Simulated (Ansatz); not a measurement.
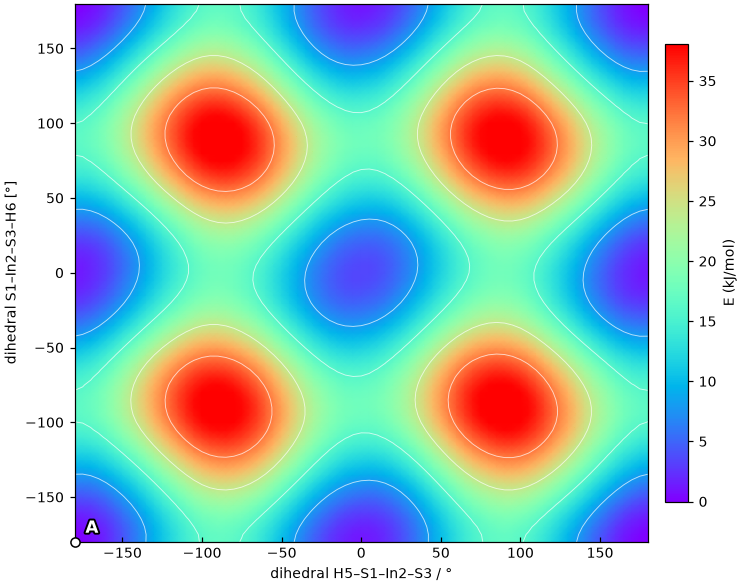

ClH2InS2, SMILES [SH][In]([SH])[Cl]. Coordinates scanned: (1) dihedral H5–S1–In2–S3; (2) dihedral S1–In2–S3–H6. Nothing is relaxed (all other coordinates rigid). The scan uses a 9 × 9 grid; 41 points were computed and 40 follow by symmetry. Points are written as (first, second). All energies are given in kJ/mol relative to the lowest grid point. Method: Ansatz 0.2.0, RKS B3LYP-D4/def2-TZVP.

The picture shows a smooth colour map with a few white contour lines, the point A. Between grid points the surface is interpolated.

What is the easiest way out of the well at A, and how high is the barrier?

Answer. The easiest path leads from the well at (−180°, −180°) to the well at about (−180°, 0°), about 1.2 kJ/mol higher (on a rigid scan; wells that are mirror images or exchange like atoms can differ by this much). Its highest point lies about 17 kJ/mol above the bottom of the first well on the interpolated surface, at about (180°, −90°). This is the barrier on the constrained surface; relaxing the other coordinates would change it.

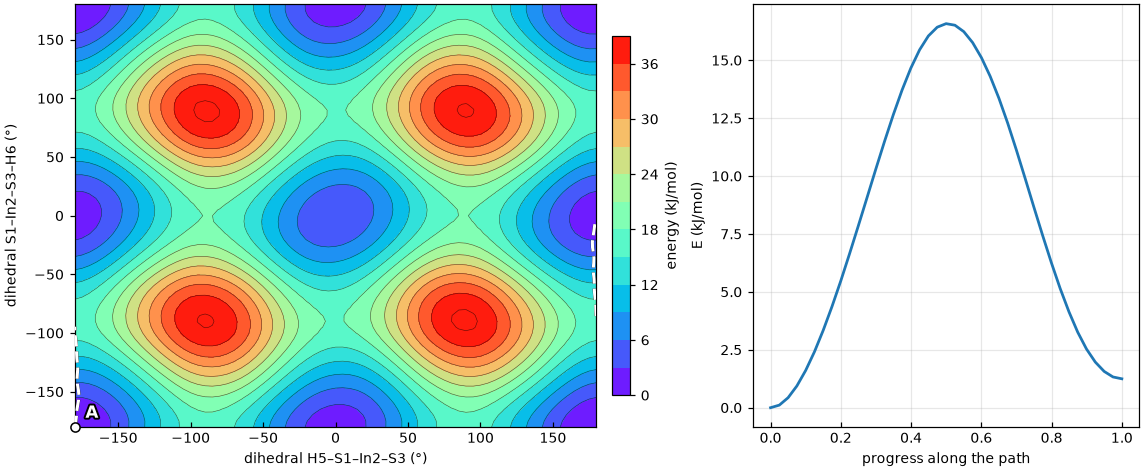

In the figure: filled contours, a line along the lowest path, the energy along the path at the right. Between grid points the surface is interpolated.
